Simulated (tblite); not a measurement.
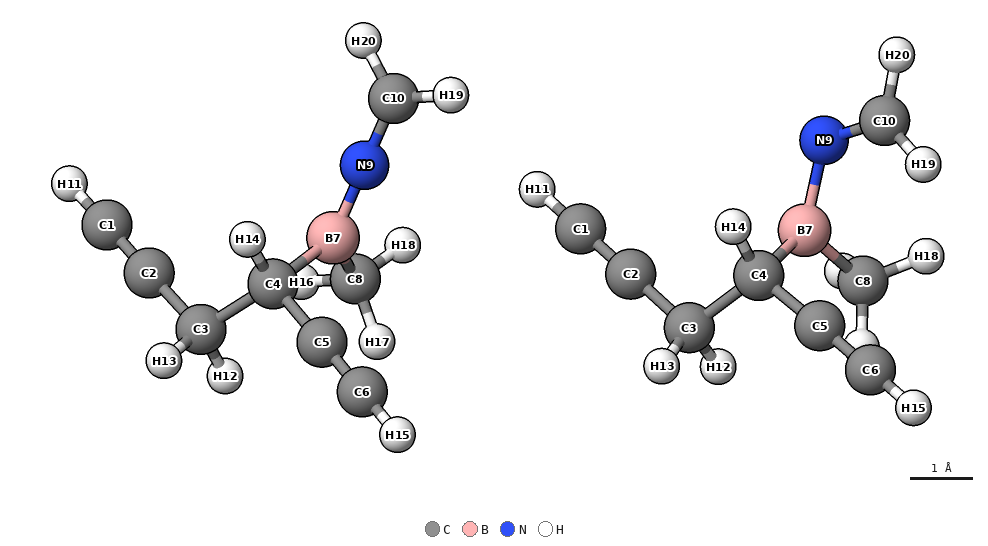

Two geometries of C$_{8}$H$_{10}$BN, drawn at one scale. One is the start of a relaxation, the other its converged end. A ball-and-stick model, seen at a tilt.

These are results of tblite 0.8.0, GFN2-xTB geometry optimisation, gas phase, not measurements. 

Question: Which one is relaxed?

Answer: The left one is the relaxed one. After 141 geometry steps the energy has fallen by 114.0 kJ/mol. The atom that moves furthest after the best rigid fit is H19 (1.18 Å). By element the largest moves are H 1.18 Å, N 0.81 Å, C 0.48 Å, B 0.46 Å. Some distances before and after: B7–N9 1.508 → 1.337 Å, N9–C10 1.277 → 1.240 Å, C3–H12 1.127 → 1.093 Å, C5–C6 1.226 → 1.198 Å. Bond angles that change, for instance: B7–N9–C10 118.4° → 178.5°, N9–C10–H20 116.6° → 121.6°, C5–C4–H14 112.7° → 107.8°. Groups turn about B7–C8 by about 45°, C4–B7 by about 20°. The run took 3 s on 1 thread of Intel(R) Xeon(R) Processor @ 2.50GHz (shared host).
